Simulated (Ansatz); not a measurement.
# Single-point calculation of C$_{3}$H$_{2}$F$_{4}$

- system: C$_{3}$H$_{2}$F$_{4}$, SMILES FCC(F)=C(F)F
- method: RKS PBE0-D4/def2-TZVPP (Ansatz 0.2.0)

The geometry comes from this level: PBE0-D4/def2-TZVP.

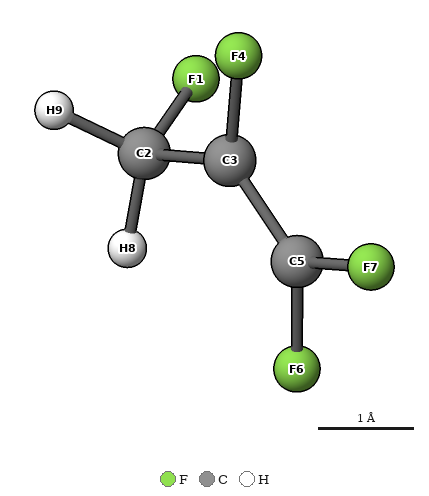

The structure (ball-and-stick view, seen at a tilt; atoms are numbered from 1 in the order of the input). Bond lengths as drawn: C–C 1.33 to 1.47 Å, C–F 1.31 to 1.38 Å and C–H 1.09 Å.

Key numbers:

| quantity | value |
| --- | --- |
| outcome | converged |
| total energy | −14001.7786 eV |
| mean-field energy | −14001.6477 eV |
| dispersion energy | −0.1309 eV |
| SCF solution under orbital rotations | stable |
| HOMO | −7.77 eV |
| LUMO | −0.14 eV |
| hardware | 4 threads of Arm Neoverse V2, 23 GiB of memory available, shared host |
| wall time | 2.7 s (CPU time 9.9 s) |
| peak memory | 0.57 GiB |

Input:
```yaml
crystal:
  periodic: [false, false, false]
  atoms:
    - {symbol: F, position_ang: [-1.100203, -1.811753, -0.193683]}
    - {symbol: C, position_ang: [0.107053, -1.135220, -0.187703]}
    - {symbol: C, position_ang: [-0.019429, 0.170429, 0.484162]}
    - {symbol: F, position_ang: [-0.146428, 0.146268, 1.816039]}
    - {symbol: C, position_ang: [-0.011670, 1.347566, -0.125747]}
    - {symbol: F, position_ang: [0.098665, 1.495416, -1.423512]}
    - {symbol: F, position_ang: [-0.102828, 2.497048, 0.485326]}
    - {symbol: H, position_ang: [0.433471, -0.998294, -1.220029]}
    - {symbol: H, position_ang: [0.829869, -1.757660, 0.348146]}
basis:
  gaussian: {orbitals: def2-TZVPP}
hamiltonian: {xc: pbe0, dispersion: d4}
output: {orbitals: {seedname: orbitals}}
```

Launch command:
```bash
ansatz run in.yaml --threads 4 --pin off --events-out ev --progress --plain --max-ram 10444MiB
```

Log:
```
Functional definition: PBE0
  name "PBE0"
  cite "Adamo & Barone, J. Chem. Phys. 110, 6158 (1999) doi:10.1063/1.478522"
  cite "Perdew, Burke & Ernzerhof, Phys. Rev. Lett. 77, 3865 (1996) doi:10.1103/PhysRevLett.77.3865"
  parent pbe
  parameter a = 0.25
  parameter kappa = 0.804
  parameter beta = 0.06672455060314922
  exchange = (1 - a)*pbe_x(kappa = kappa, mu = beta*pi^2/3) + a*exact_x
  correlation = pbe_c(beta = beta)
1282 factors; their error is unknown
mean field evaluation 1: about -13998.3878 eV, gradient 4.3e1 eV
mean field evaluation 2: about -13997.2478 eV, gradient 4.8e1 eV
mean field evaluation 4: about -14001.5954 eV, gradient 2.6e0 eV
mean field evaluation 8: about -14001.6056 eV, gradient 4.8e-2 eV
mean field evaluation 16: about -14001.6477 eV, gradient 1.3e-4 eV
mean field -14001.64767462 eV, -514.5510613848 hartree, gradient 4.9e-5 eV, S^2 0.000000; 0 other end points of the search recorded, 0 dependent functions left out
reference -14001.64769602 eV, -514.5510621711 hartree; 28, 28 occupied and 217, 217 virtual orbitals, 1282 factors
Total energy: -14001.77862509 eV, -514.5558737255 hartree
```

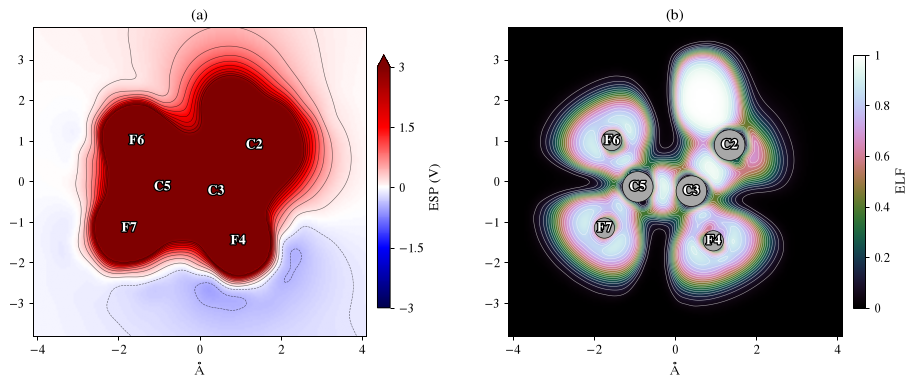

(a) molecular electrostatic potential; (b) electron localisation function on the plane of atoms F6, C5 and F7. Grey discs, where drawn, cover atomic cores. C–C (1.33 Å): the ELF peaks at about 0.95 between the atoms (a double or triple bond).

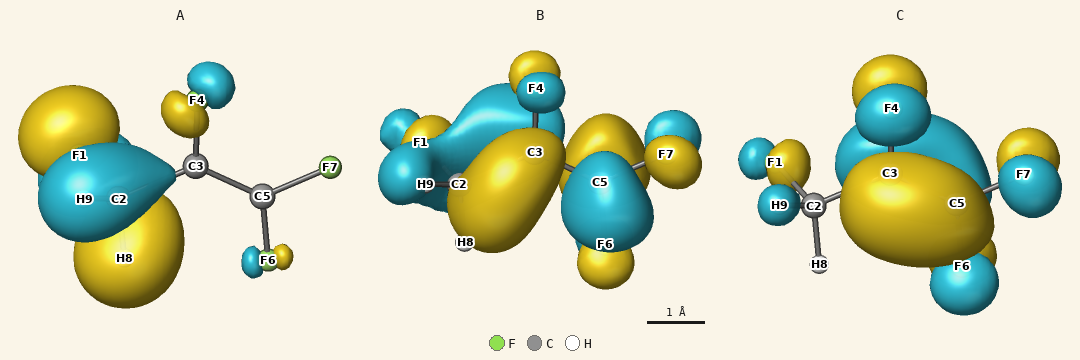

Three frontier orbitals at ±0.1 Å⁻³ᐟ² (yellow and cyan are the two phases). A is the HOMO−1 (−10.36 eV). Its weight (Hirshfeld) is mainly on F1 (55 %), C2 (20 %), H8 (10 %) and H9 (10 %); π-antibonding (π*) across F1–C2. C is the HOMO (−7.77 eV). B is the LUMO (−0.14 eV). By Hirshfeld shares it lies mainly on C5 (30 %), C3 (25 %), C2 (15 %) and F1 (10 %). The HOMO–LUMO gap is 7.63 eV between the orbital energies.

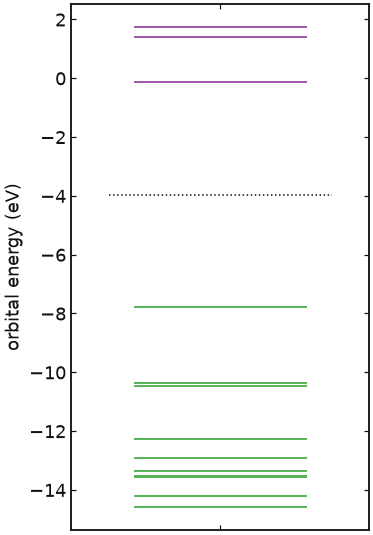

Orbital energies near the frontier; the dotted line parts filled from empty levels, and levels within 0.02 eV of each other stand side by side. Highest filled −7.77 eV, lowest empty −0.14 eV, 7.63 eV apart.
